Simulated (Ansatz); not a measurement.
AsBH₆Si (SMILES [SiH3]B[AsH2])

```xyz
9

Si   -0.6711    0.9049   -0.9914
B     0.5221    0.0809    0.4063
As    2.4757   -0.1349    0.1607
H    -1.6725   -0.1497   -1.4075
H     0.0594    1.3525   -2.2324
H    -1.4612    2.0776   -0.4624
H     0.0884   -0.1569    1.5186
H     2.7526   -1.4725    0.8468
H     2.5759   -0.6026   -1.2907
```

All numbers below come from RKS PBE/def2-SVP in Ansatz.

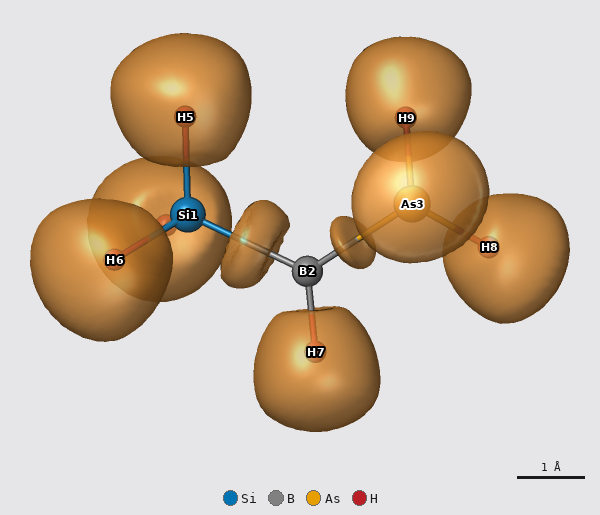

Figure 1. Isosurface of the electron localisation function at 0.85 (orange), seen across its widest extent. Core shells and regions of very low density are left out.

Identify the bonds, lone pairs and shells in this picture.

The ELF exceeds this value in one region between bonded As–B atoms (shared pairs), one region between bonded B–Si atoms (shared pairs), six regions around hydrogen nuclei and one lobe on As, pointing away from the bonds (lone pairs). Profiles from the grid: B–As (1.98 Å): the ELF peaks at about 0.95 between the atoms (localised, covalent bonding). Si–B (2.01 Å): the ELF peaks at about 1 between the atoms, as expected for localised, covalent bonding.

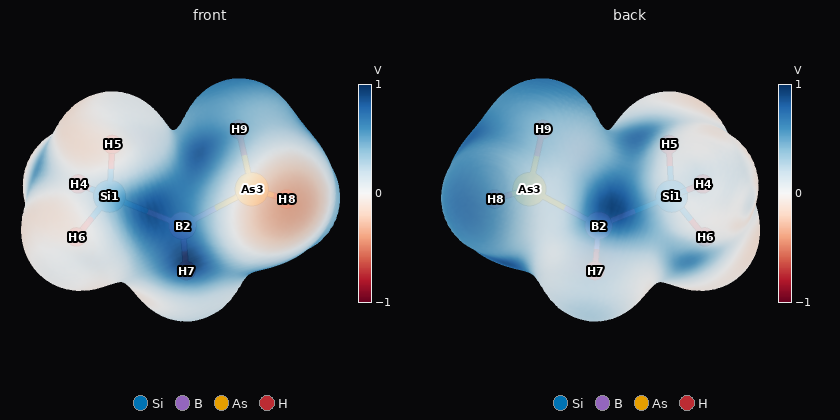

Figure 2. The electrostatic potential painted on the density surface at 0.002 e/bohr³, seen from the front and from behind; the colour scale runs from red (negative) to blue (positive).

Where is the surface potential most negative and most positive?

The most negative region (about −0.3 V, or −7 kcal/mol for a unit charge) lies over As3, the most positive (about +0.9 V, or +21 kcal/mol for a unit charge) over Si1 and B2.

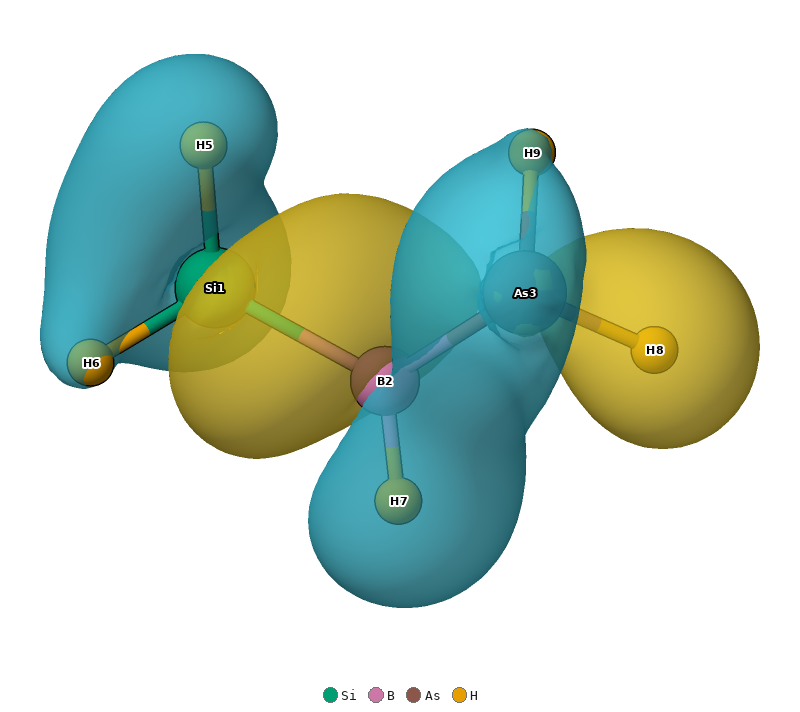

Figure 3. The HOMO−1 at ±0.06 Å⁻³ᐟ² (yellow and cyan are the two phases), seen at a tilt.

Describe this orbital and give its energy.

Its weight (Hirshfeld) is mainly on B2 (about 30 %), Si1 (about 30 %), As3 (about 15 %), H7 (about 10 %) and H8 (about 5 %). Its energy is −7.25 eV.
